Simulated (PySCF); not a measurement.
# One shape, several levels: NClO (nitrosyl chloride)

We compute a comparison of 3 runs (BCCD(T)/STO-6G, CCSDT(Q)/STO-6G, CCSDTQ/STO-6G) of NClO (nitrosyl chloride). The job is set up through a Python script.

The calculation is run with PySCF 2.14.0.

19 further runs of the same task are left out: 9 that didn't finish, 10 set aside as unsound or not needed.

## Step 1: The structure to begin with

The species is NClO (3 atoms), meant as a singlet with charge 0. SMILES: `O=NCl`. Geometry: relaxed at PBE0-D4/def2-TZVP.

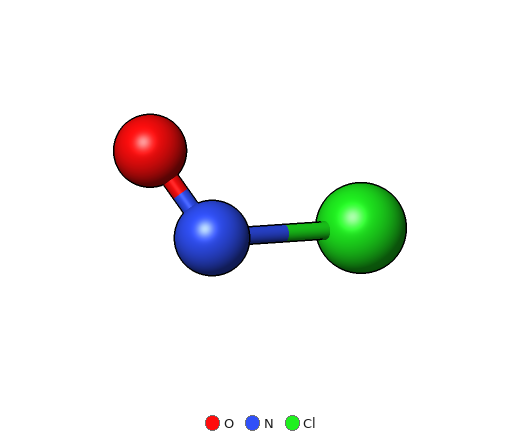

The structure, seen from a chosen angle (oxygen red, nitrogen blue, chlorine green).

## Step 2: A single-point energy at BCCD(T)/STO-6G (run 1)

run.py reads:

```python
from pyscf import gto, scf, cc
from pyscf.cc.bccd import bccd_kernel_

system = gto.M(
    atom='''
O      1.000080    -0.338330     0.513880
N      0.052050    -0.599550    -0.035840
Cl    -1.052130     0.937900    -0.478040
''',
    spin=0,
    charge=0,
    max_memory=1860,
    basis='sto-6g',
    verbose=3,
)

mf = scf.RHF(system)
mf.conv_tol = 1e-10
mf.kernel()
if not mf.converged:
    mf = mf.newton().run(mf.mo_coeff, mf.mo_occ)

mycc = cc.CCSD(mf, frozen=7).run()
mycc = bccd_kernel_(mycc, diis=True)
e_t = mycc.ccsd_t()
e_tot = mycc.e_tot + e_t
print('Final energy', e_tot)
```

The run is started by

```sh
OMP_NUM_THREADS=1 python run.py
```

The program printed:

```text
converged SCF energy = -586.697505126614
E(CCSD) = -586.8632857202514  E_corr = -0.1657805936378448
BCCD loop starts.

[... 22 lines left out ...]
CCSD converged
[... 24 lines left out ...]
CCSD converged
[... 22 lines left out ...]
CCSD converged
[... 20 lines left out ...]
CCSD converged
[... 18 lines left out ...]
CCSD converged
[... 3 lines left out ...]
Final energy -586.8711768412534
```

Wall time 1.4 s (1 thread of Arm Neoverse V1, shared host); peak memory 0.1 GiB.

## Step 3: A single-point energy at CCSDT(Q)/STO-6G (run 2)

calc.py reads:

```python
from pyscf import gto, cc

mol = gto.Mole()
mol.atom = '''
O      1.000080    -0.338330     0.513880
N      0.052050    -0.599550    -0.035840
Cl    -1.052130     0.937900    -0.478040
'''
mol.basis = 'sto-6g'
mol.charge = 0
mol.verbose = 4
mol.max_memory = 1860
mol.build()

mf = mol.RHF()
mf.conv_tol = 1e-10
mf.kernel()
if not mf.converged:
    mf = mf.newton().run(mf.mo_coeff, mf.mo_occ)

mycc = cc.CCSDT(mf, frozen=7)
mycc.kernel()
e_bracket, e_q = mycc.ccsdt_q()
etot = mycc.e_tot + e_q
print('Final energy', etot)
```

The run is started by

```sh
OMP_NUM_THREADS=1 python calc.py
```

The program printed:

```text
PySCF version 2.14.0

[... 59 lines left out ...]
converged SCF energy = -586.697505126614
[... 16 lines left out ...]
WARN: A large `blksize` is being used, which may cause large memory consumption
[... 13 lines left out ...]
Init t2, MP2 energy = -586.847394188616  E_corr(MP2) -0.149889062002
[... 20 lines left out ...]
RCCSDT converged
[... 5 lines left out ...]
Final energy -586.8735017730214
```

Run time: 3.6 s. Hardware: 1 thread of Arm Neoverse V1, shared host; peak memory 0.12 GiB.

## Step 4: A single-point energy at CCSDTQ/STO-6G (run 3)

calc.py reads:

```python
from pyscf import gto, scf, cc

mol = gto.M(
    atom='O 1.000080 -0.338330 0.513880; N 0.052050 -0.599550 -0.035840; Cl -1.052130 0.937900 -0.478040',
    verbose=4,
    basis='sto-6g',
    max_memory=1860,
)

hf = scf.RHF(mol)
hf.conv_tol = 1e-10
hf.kernel()
if not hf.converged:
    hf = hf.newton().run(hf.mo_coeff, hf.mo_occ)

mycc = cc.CCSDTQ(hf, frozen=7)
mycc.kernel()
energy = mycc.e_tot
print(f'total energy: {energy:.8f} hartree')
```

The run is started by

```sh
OMP_NUM_THREADS=1 python calc.py
```

The program printed:

```text
PySCF version 2.14.0

[... 59 lines left out ...]
converged SCF energy = -586.697505126614
[... 24 lines left out ...]
Init t2, MP2 energy = -586.847394188616  E_corr(MP2) -0.149889062002
[... 24 lines left out ...]
RCCSDTQ converged
[... 3 lines left out ...]
total energy: -586.87355761 hartree
```

Run time: 13 s. Hardware: 1 thread of Arm Neoverse V1, shared host; peak memory 0.12 GiB.

## Step 5: The series

```csv
run,level,energy (Eh),correlation energy (mEh),wall time
1,BCCD(T)/STO-6G,-586.871177,-173.7,1.4 s
2,CCSDT(Q)/STO-6G,-586.873502,-176.0,3.6 s
3,CCSDTQ/STO-6G,-586.873558,-176.1,13 s
```

## Step 6: What came out

```
                                          quantity          value
                               run 3: total energy  -586.87356 Eh
       run 3: dipole moment (Hartree–Fock density)         2.29 D
        run 3: HOMO energy (Hartree–Fock orbitals)       -9.63 eV
        run 3: LUMO energy (Hartree–Fock orbitals)        3.79 eV
      run 3: HOMO–LUMO gap (Hartree–Fock orbitals)       13.42 eV
run 3: correlation energy (7 core orbitals frozen)     -176.1 mEh
                              run 3: T1 diagnostic          0.020
```

**Reading.** In runs 1, 2, 3 the basis is minimal, so the values are rough. All runs together took 18 s, the longest 13 s.
